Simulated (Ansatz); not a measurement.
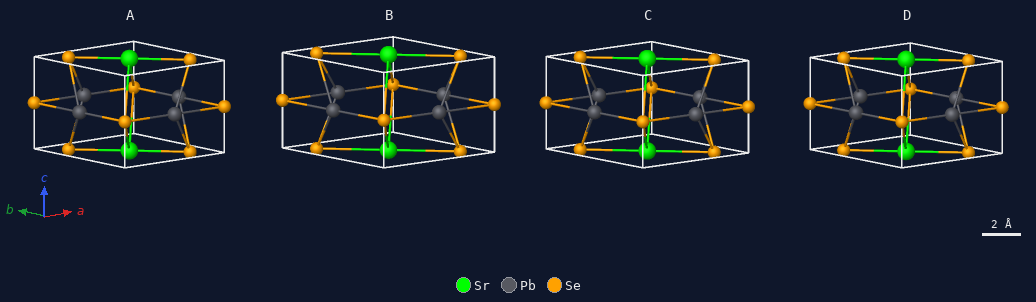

4 geometries from one relaxation of solid SrPb$_{2}$Se$_{3}$ (built on the CeAl2Cu3-65 type type), in shuffled order. The picture is a ball-and-stick view of the cell of the calculation, seen from a free direction.

Computed with DFT, PBEsol, plane waves, PAW (Ansatz). Set-up: plane-wave cutoff 420 eV; k-point mesh 4 × 4 × 4; occupations fermi dirac; smearing width 0.03 eV; no spin polarisation; cell and atoms relaxed; force threshold 0.01 eV/Å; at most 120 steps.

Q: Put them in the order of the run, from the start to the converged end.

A: B, C, D, A. They are steps 0, 1, 2, 11, at +152 meV per atom, +22.4 meV per atom, +4.8 meV per atom relative to the last. The energy falls by 152 meV per atom in 10 accepted moves (11 points after the start). The largest force component goes from 0.42 to 0.00019 eV/Å. Pressure: −6.11 GPa at the start and −0.02 GPa at the end. The SCF was repeated once at an unchanged geometry on a basis and grid sized afresh for the cell, which shifted the energy by 0.3 meV per atom at most. The largest moves relative to the cell, 0.20 Å, are those of Se atoms. Pb and Sr stay in place. The drawn cell changes as follows: a = b 6.606 → 6.047 Å (−8.5 %), c 5.301 → 5.120 Å (−3.4 %), γ 118.2° → 114.5°; the volume changes by −16.4 %. Among the contacts that change: Se–Sr 3.843 → 3.252 Å, Pb–Se 3.303 → 3.024 Å, Pb–Se 3.304 → 3.119 Å, Se–Sr 4.303 → 4.153 Å. Among the angles between lasting bonds that change: Pb–Se–Pb 118.2° → 114.5°, Pb–Se–Pb 61.8° → 65.5°, Se–Pb–Se 73.3° → 69.7°. The space group stays Cmmm (No. 65). Cost: 72 s on 2 threads of Arm Neoverse V1, with other jobs on the host, peak memory 0.59 GiB.
